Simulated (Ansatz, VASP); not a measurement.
# Sb in two plane-wave programs

Wanted: the spread between two codes on one cell, functional and k mesh. The cell comes out of the VASP series on this material, whose earlier steps may have relaxed, scaled or displaced it; both programs get it as it stands.

Method: plane waves, with VASP 6.6.1 beside it; relaxation of cell and atoms at PBEsol with D3(BJ) and zone-centre phonons at r2SCAN, in Ansatz 0.2.0.

## 1. The structure

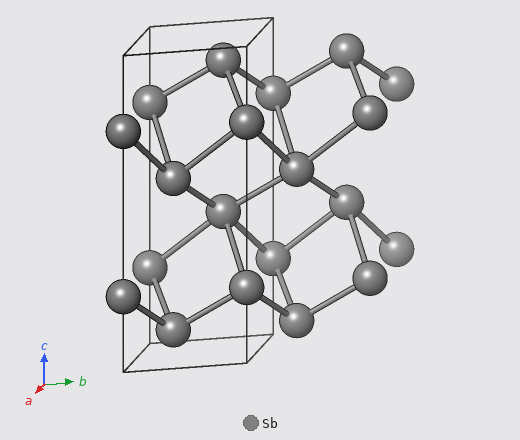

The cell as given, slightly off an axis (antimony grey). 1×2×1 cells are drawn. This picture shows the conventional cell, with its axes. Some periodic images of atoms are drawn too.

## 2. Ansatz: relaxation of cell and atoms, PBEsol with D3(BJ)

Ansatz runs on its default PAW (the set named soft_2) files.

The relaxed volume is the usual yardstick between codes: its relative difference is about their pressure difference at one cell divided by the bulk modulus.

File input.yaml:

```yaml
crystal:
  lattice:
    - [2.1380229421, 1.2343881212, 3.569530421]
    - [-2.1380229421, 1.2343881212, 3.569530421]
    - [0.0, -2.4687762423, 3.569530421]
  atoms:
    - { symbol: Sb, position: [0.7610189616, 0.7610189616, 0.7610189616] }
    - { symbol: Sb, position: [0.2389810384, 0.2389810384, 0.2389810384] }
hamiltonian:
  xc: pbesol
  pseudopotentials: { kind: paw }
  dispersion: d3bj
kpoints:
  mp_grid: { grid: [12, 12, 12] }
scf:
  occupations: { method: methfessel_paxton, width: 0.15 }
relax:
  f_tol: 0.01
  max_steps: 60
  cell: { stress_tol: 0.05 }
output:
  forces: true
  stress: true
```

Started as:

```bash
$ ansatz run input.yaml --threads 4 --pin off --max-ram 9216MiB --backend cpu --events-out ev --progress --plain --runs-dir out
```

Numbers of over 12 decimals in the logs are rounded to 6 here.

The program printed:

```text
Engine: ansatz 0.2.0, aarch64-unknown-linux-gnu
Pseudopotentials: kind: paw
Pseudopotential: Sb, paw, valence charge 15, recommended cutoff 420 eV (normal), Sb.paw.azcp
Functional definition: PBEsol
  exchange = pbesol_x
  correlation = pbesol_c
Crystal: 2 atoms, lattice volume = 56.523 Å³
Basis set: ecut = 420 eV, 1103 PW (Γ), exchange–correlation on 60×60×60 points (8 copies of the dense FFT grid, shifted against one another)
Bands: 19, of which v1, the nominal top of the filled ones, is band 15 counted from 1 (14 counted from 0)
Symmetry: 12 space group operations
Space group: R-3m (ITA 166), of the structure as read, at distance tolerance 3.8e-5 Å
k-points: 189 of 1728
Non-local potential: Sb, projectors of the file, l = 0: 2, l = 1: 2, l = 2: 2, l = 3: 2
PAW form: soft (Blöchl's): semilocal exchange-correlation on the pseudo side does not see the compensation charge
PAW frozen core: Sb, regenerated for the run's functional, and the local potential with it (the file was generated under x = pbe(κ = 0.804, μ = 0.219515), c = pbe(β = 0.066725))
PAW one-centre angular grid: Sb, 590 points (default); XC on 64 Gauss nodes
Initial density: superposition of atomic densities (neutral atoms: chi_scale 0, normalization atom), corrected by the library's trained network
Initial wavefunctions: pseudopotential atomic-orbital guess
Functional: x = pbesol(κ = 0.804, μ = 0.123457), c = pbesol(β = 0.046)
SCF iter   1: F=—  HF=-12817.114979 eV  |F-HF|=—  |Δ(HF+E_count)|=         —  Δρ=2.78e-3  dr2=3.05e-3  ethr=1.77e-3  ⟨swp⟩=5.8  Hψ=17687  notcnv=0
preconditioner: auto → Kerker (q_TF=auto, 2.455 Å⁻¹)  [metal: Δε(μ)=0.017 eV  Ē_g=8.927 eV  σ=0.150 eV  W_gap=0.10  n_scr=14 (ndim 8)  ℏωp=15.6 eV  f_vac=0.000  D(μ)=0.36/eV (n_scr^D=0)]
SCF iter   2: F=—  HF=-12817.112306 eV  |F-HF|=—  |Δ(HF+E_count)|=   2.67e-3  S|Δr|=    0.00e0  Δρ=1.81e-3  dr2=1.15e-3  ethr=1.02e-5  ⟨swp⟩=2.7  Hψ=8093  notcnv=0
SCF iter   3: F=—  HF=-12817.112041 eV  |F-HF|=—  |Δ(HF+E_count)|=   2.65e-4  S|Δr|=    0.00e0  Δρ=6.79e-4  dr2=1.30e-4  ethr=3.83e-6  ⟨swp⟩=2.0  Hψ=6432  notcnv=0
SCF iter   4: F=—  HF=-12817.111936 eV  |F-HF|=—  |Δ(HF+E_count)|=   1.05e-4  S|Δr|=    0.00e0  Δρ=2.22e-4  dr2=1.91e-5  ethr=4.34e-7  ⟨swp⟩=2.0  Hψ=6430  notcnv=0
SCF iter   5: F=—  HF=-12817.111931 eV  |F-HF|=—  |Δ(HF+E_count)|=   5.06e-6  S|Δr|=    0.00e0  Δρ=4.19e-5  dr2=1.72e-6  ethr=6.36e-8  ⟨swp⟩=2.0  Hψ=6430  notcnv=0
SCF iter   6: F=—  HF=-12817.111931 eV  |F-HF|=—  |Δ(HF+E_count)|=   4.07e-8  S|Δr|=    0.00e0  Δρ=1.28e-5  dr2=1.70e-7  ethr=5.73e-9  ⟨swp⟩=2.0  Hψ=4599  notcnv=0
SCF iter   7: F=-12817.111931 eV  HF=-12817.111931 eV  |F-HF|=3.10e-8  |Δ(HF+E_count)|=   2.98e-8  S|Δr|=    0.00e0  Δρ=9.64e-6  dr2=3.16e-8  ethr=3.33e-10  ⟨swp⟩=4.4  Hψ=11105  notcnv=0
SCF 1 converged in 7 iterations: F = -12817.111931 eV  dr2 = 3.16e-8
  greatest PAW one-centre occupation: 0.996 electrons in one spin orbital (limit 2), on the Sb atom at site 1 (counted from 0), in its partial waves of l = 2
relax step   1: F+E_penalty+E_count = -12817.11193108 eV  Δ(F+E_penalty+E_count) = +0.000e0 eV  max|allowed force component| = 4.665e-2 eV/Å  Δτ_max = 0.0000 Å  P = -0.211 GPa  Ω = 56.523 Å³  (7 SCF iters, dr2 threshold 1.00e-7 eV, accepted)
[...]
relax step   2: F+E_penalty+E_count = -12817.11207347 eV  Δ(F+E_penalty+E_count) = -1.424e-4 eV  max|allowed force component| = 2.943e-2 eV/Å  Δτ_max = 0.0072 Å  P = +0.286 GPa  Ω = 56.245 Å³  energy of the carried Pulay correction = +6.631e-5 eV  (4 SCF iters, dr2 threshold 1.36e-7 eV, accepted)
[...]
relax step   3: F+E_penalty+E_count = -12817.11227362 eV  Δ(F+E_penalty+E_count) = -2.001e-4 eV  max|allowed force component| = 4.350e-3 eV/Å  Δτ_max = 0.0025 Å  P = +0.030 GPa  Ω = 56.417 Å³  energy of the carried Pulay correction = +2.538e-5 eV  (3 SCF iters, dr2 threshold 2.00e-7 eV, accepted)
[...]
relax step   4: F+E_penalty+E_count = -12817.11227788 eV  Δ(F+E_penalty+E_count) = -4.266e-6 eV  max|allowed force component| = 3.175e-3 eV/Å  Δτ_max = 0.0005 Å  P = +0.011 GPa  Ω = 56.446 Å³  energy of the carried Pulay correction = +1.840e-5 eV  (4 SCF iters, dr2 threshold 6.71e-9 eV, accepted)
[...]
relax step   5: F+E_penalty+E_count = -12817.11225836 eV  Δ(F+E_penalty+E_count) = +1.952e-5 eV  max|allowed force component| = 3.179e-3 eV/Å  Δτ_max = 0.0000 Å  P = +0.011 GPa  Ω = 56.446 Å³  stress off target by 2.16e-2 GPa  SCF on the basis re-selected at this cell (its energy is not comparable with the rows above)  (5 SCF iters)
basis re-selected at this cell: Δ(F+E_penalty+E_count) = +1.952e-5 eV, ΔP = +0.000 GPa vs the last step (what re-selecting the basis moved, of the pressure what is left beyond the Pulay correction that the steps carried, after the strain that the cell walked since its last selection, with what the two solves' SCF thresholds leave and, on support functions, any second-order correction that the steps lacked; it is no m [...]
SCF converged after 5 iterations
Stability not checked: this state was not tested for a lower state beside it, because cold or Methfessel-Paxton smearing, or corrected tetrahedra, fill the levels in a way that the test cannot read (fill_not_monotonic; see scf.lower_state_search)
Free energy (F): -12817.112258 eV
Harris-Foulkes:  -12817.112258 eV  (|F-HF|=9.09e-12)
Internal energy: -12817.112797 eV  (E = F + TS)
E sigma→0 (E₀):  -12817.112393 eV
Entropy (-TS):   0.000538 eV (0.269 meV/atom)
Fermi energy:    10.856537 eV
--- Per-component energies (eV) ---
  E_band       = -313.496045
  E_kinetic    = 416.449869
  E_local      = -3073.670507  (includes V_loc(G=0)·N_el)
  E_nonlocal   = 728.507296
  E_hartree    = 1398.971195
  E_xc         = -275.898908
  E_vxc        = -194.463605  (∫ρ·V_xc dr)
  E_paw        = -8999.414061  (= ΣΔE_a)
  E_vpaw       = -988.261535  (= ΣTr[D̂ρ^β])
  E_aug_tail   = -0.000004  (compensation charges beyond the density's cutoff)
  E_ewald      = -3011.753808
  E_disp       = -0.967584  (pairwise vdW)
  E_core_change = 0.663714  (= ΣΔE_core)
  E_smearing   = 0.000538  (= −TS)
  E_closure    = -0.000000  (closes the sum)
  Σ components = -12817.112258   (vs F -12817.112258, Δ=0.00e0)
--- Forces (eV/Å), atoms counted from 1 ---
  atom   1  Sb     0.00000000     0.00000000     0.00317930
  atom   2  Sb     0.00000000    -0.00000000    -0.00317930
  max |Σ_I F_I| component: 5.78e-19 eV/Å
--- Stress (GPa, compression-positive) ---
        0.006215      -0.000000      -0.000000
       -0.000000       0.006215       0.000000
       -0.000000       0.000000       0.021622
  P = ⅓ Tr σ = 0.0114 GPa (0.114 kbar)
--- Relaxed structure (4 steps of the walk, 4 accepted, 1 SCFs on fresh bases) ---
  F+E_penalty+E_count = -12817.11225836 eV   max|allowed force component| = 3.179e-3 eV/Å   (the final SCF, on the basis selected at the relaxed cell)
  cell:  # Å, volume = 56.4458 Å³
    - [2.135706, 1.233050, 3.572386]
    - [-2.135706, 1.233050, 3.572386]
    - [0, -2.466100, 3.572386]
  atoms:
    - { symbol: Sb, position: [0.761510, 0.761510, 0.761510] }
    - { symbol: Sb, position: [0.238490, 0.238490, 0.238490] }
```

It took 10 s on 4 threads of Arm Neoverse V1, shared host; peak memory 0.48 GiB; 39 s of CPU time.

## 3. VASP: relaxation of cell and atoms, PBEsol with D3(BJ)

The same cell, functional, mesh and smearing now go to VASP, with its own data sets and cutoff.

Lines of VASP's logs that name or quote its potential files are left out, and so is its time.

File INCAR:

```
SYSTEM = Sb
PREC = Accurate
ENCUT = 450
EDIFF = 1E-07
NELM = 100
ISMEAR = 1
SIGMA = 0.15
LREAL = .FALSE.
ALGO = Normal
GGA = PS
IVDW = 12
NBANDS = 11
LORBIT = 11
LWAVE = .FALSE.
LCHARG = .FALSE.
KPAR = 2
IBRION = 2
NSW = 50
ISIF = 3
EDIFFG = -0.002
```

File POSCAR:

```
Sb
1.0
    2.1380229421      1.2343881212      3.5695304210
   -2.1380229421      1.2343881212      3.5695304210
    0.0000000000     -2.4687762423      3.5695304210
Sb
2
Direct
    0.7610189616      0.7610189616      0.7610189616
    0.2389810384      0.2389810384      0.2389810384
```

File KPOINTS:

```
Automatic mesh
0
Gamma
12 12 12
0 0 0
```

The projector-augmented-wave data sets are Sb (PBE family, release 64).

Started as:

```bash
$ mpirun -np 2 vasp_std
```

The program printed:

```text
[banner, memory and clock lines left out]
running    2 mpi-ranks, on    1 nodes
 distrk:  each k-point on    1 cores,    2 groups
 distr:  one band on    1 cores,    1 groups

 POSCAR found type information on POSCAR Sb
 POSCAR found :  1 types and       2 ions
|                                                                             |
|               ----> ADVICE to this user running VASP <----                  |
|                                                                             |
|     You enforced a specific xc type in the INCAR file but a different       |
|     [... a line on the potential file left out ...]
|     I HOPE YOU KNOW WHAT YOU ARE DOING!                                     |
|                                                                             |

 LDA part: xc-table for (Slater+PW92), standard interpolation
 POSCAR, INCAR and KPOINTS ok, starting setup
 FFT: planning ... GRIDC
 FFT: planning ... GRID_SOFT
 FFT: planning ... GRID
 WAVECAR not read
 entering main loop
       N       E                     dE             d eps       ncg     rms          rms(c)
DAV:   1     0.314205667282E+02    0.31421E+02   -0.33651E+03  4158   0.641E+02
DAV:   2    -0.743958837047E+01   -0.38860E+02   -0.37565E+02  5505   0.109E+02
DAV:   3    -0.909081260771E+01   -0.16512E+01   -0.16378E+01  5002   0.252E+01
DAV:   4    -0.910503156453E+01   -0.14219E-01   -0.14216E-01  4676   0.280E+00
DAV:   5    -0.910519052522E+01   -0.15896E-03   -0.15896E-03  4870   0.329E-01    0.307E+00
DAV:   6    -0.909627601607E+01    0.89145E-02   -0.17718E-03  4677   0.259E-01    0.185E+00
DAV:   7    -0.909098173912E+01    0.52943E-02   -0.41887E-03  4611   0.391E-01    0.549E-02
DAV:   8    -0.909100833503E+01   -0.26596E-04   -0.90883E-05  4674   0.683E-02    0.155E-02
DAV:   9    -0.909101333436E+01   -0.49993E-05   -0.10334E-05  4706   0.202E-02    0.471E-03
DAV:  10    -0.909101289546E+01    0.43890E-06   -0.11343E-06  4702   0.608E-03    0.114E-03
DAV:  11    -0.909101304680E+01   -0.15135E-06   -0.12409E-07  3310   0.211E-03    0.392E-04
DAV:  12    -0.909101306971E+01   -0.22907E-07   -0.14480E-08  2367   0.770E-04
   1 F= -.10056952E+02 E0= -.10057120E+02  d E =-.100570E+02
 curvature:   0.00 expect dE= 0.000E+00 dE for cont linesearch  0.000E+00
 trial: gam= 0.00000 g(F)=  0.539E-07 g(S)=  0.190E-07 ort = 0.000E+00 (trialstep = 0.100E+01)
 search vector abs. value=  0.730E-07
 reached required accuracy - stopping structural energy minimisation
```

Parts of OUTCAR (step 3):

```text
ion  position               nearest neighbor table
   1  0.761  0.761  0.761-   2 2.91   2 2.91   2 2.91   2 3.19   2 3.19   2 3.19
   2  0.239  0.239  0.239-   1 2.91   1 2.91   1 2.91   1 3.19   1 3.19   1 3.19

  LATTYP: Found a trigonal (rhomboedric) cell.
 ALAT       =     4.3400925752
 COS(alpha) =     0.5146481029

 Subroutine GETGRP returns: Found 12 space group operations
 (whereof 12 operations were pure point group operations)

The static configuration has the point symmetry D_3d.

 Found    189 irreducible k-points:

   k-points           NKPTS =    189   k-points in BZ     NKDIM =    189   number of bands    NBANDS=     11

   dimension x,y,z NGX =    30 NGY =   30 NGZ =   30
   dimension x,y,z NGXF=    60 NGYF=   60 NGZF=   60

   ENCUT  =  450.0 eV  33.07 Ry    5.75 a.u.   7.51  7.51  7.51*2*pi/ulx,y,z

   NELECT =      10.0000    total number of electrons

 k-points in reciprocal lattice and weights: Automatic mesh
   0.00000000  0.00000000  0.00000000       0.001
   0.08333333 -0.00000000  0.00000000       0.003
   0.16666667 -0.00000000  0.00000000       0.003
   0.25000000  0.00000000  0.00000000       0.003
   0.33333333 -0.00000000  0.00000000       0.003
   0.41666667 -0.00000000  0.00000000       0.003
   0.50000000  0.00000000  0.00000000       0.002
   0.08333333  0.08333333  0.00000000       0.003
   0.16666667  0.08333333  0.00000000       0.007
[...]
-0.41666667  0.50000000  0.41666667       0.003
   0.50000000  0.50000000  0.50000000       0.001

 average (electrostatic) potential at core
       1 -84.9068       2 -84.9068

 E-fermi :   7.8392

 k-point     1 :       0.0000    0.0000    0.0000
  band No.  band energies     occupation
      1      -5.1967      2.00000
      2       3.5283      2.00000
      3       5.9343      2.00000
      4       5.9930      2.00000
      5       5.9930      2.00000
      6      10.5712     -0.00000
      7      10.9408      0.00000
      8      10.9408      0.00000
      9      12.6683      0.00000
     10      12.6683      0.00000
    ...

 k-point     2 :       0.0833   -0.0000    0.0000
  band No.  band energies     occupation
      1      -5.1159      2.00000
      2       3.0495      2.00000
      3       5.9494      2.00000
      4       5.9926      2.00000
      5       6.2819      2.00000
      6      10.4048     -0.00000
      7      10.6554     -0.00000
      8      10.7000     -0.00000
      9      12.4252      0.00000
     10      12.7309      0.00000
    ...

 k-point     3 :       0.1667   -0.0000    0.0000
  band No.  band energies     occupation
      1      -4.8742      2.00000
      2       2.0398      2.00000
      3       5.9815      2.00000
      4       6.0013      2.00000
      5       6.7557      2.00000
      6       9.8849     -0.00000
      7       9.9846     -0.00000
      8      10.1297     -0.00000
      9      12.3546      0.00000
     10      12.9917      0.00000
    ...

 Edisp (eV)   -0.96594

  Total       0.00062     0.00062     0.00016    -0.00000     0.00000    -0.00000
  in kB       0.01748     0.01748     0.00459    -0.00000     0.00000    -0.00000
  external pressure =        0.01 kB  Pullay stress =        0.00 kB

  energy-cutoff  :      450.00
  volume of cell :       56.52
      direct lattice vectors                 reciprocal lattice vectors
     2.138022942  1.234388121  3.569530421     0.233860914  0.135019662  0.093382965
    -2.138022942  1.234388121  3.569530421    -0.233860914  0.135019662  0.093382965
     0.000000000 -2.468776242  3.569530421     0.000000000 -0.270039324  0.093382965

 POSITION                                       TOTAL-FORCE (eV/Angst)
 -----------------------------------------------------------------------------------
      0.00000      0.00000      8.14944         0.000000     -0.000000     -0.000747
      0.00000      0.00000      2.55915         0.000000      0.000000      0.000747
 -----------------------------------------------------------------------------------
    total drift:                                0.000000      0.000000      0.000000

  FREE ENERGIE OF THE ION-ELECTRON SYSTEM (eV)
  ---------------------------------------------------
  free  energy   TOTEN  =       -10.0569522756 eV

  energy  without entropy=      -10.0574562374  energy(sigma->0) =      -10.05712026

 reached required accuracy - stopping structural energy minimisation

 total charge
# of ion       s       p       d       tot
------------------------------------------
    1        1.212   1.161   0.041   2.415
    2        1.212   1.161   0.041   2.415
--------------------------------------------------
tot          2.425   2.323   0.083   4.830

[... 3 further parts left out ...]
```

(Continued in part 2 of 2.)

[Lines on the potential files, build, host, timing and source positions are cut from VASP's logs without a mark.]

[Logs are printed without paths, hosts, clocks, repeated set-up lines and the standing remarks that a program may print on its own settings, such as how far it seeks lower states.]

[Hosts, paths, dates, database ids (printed as entryN), source tags and the programs' standing remarks are cut or masked in the printed files.]
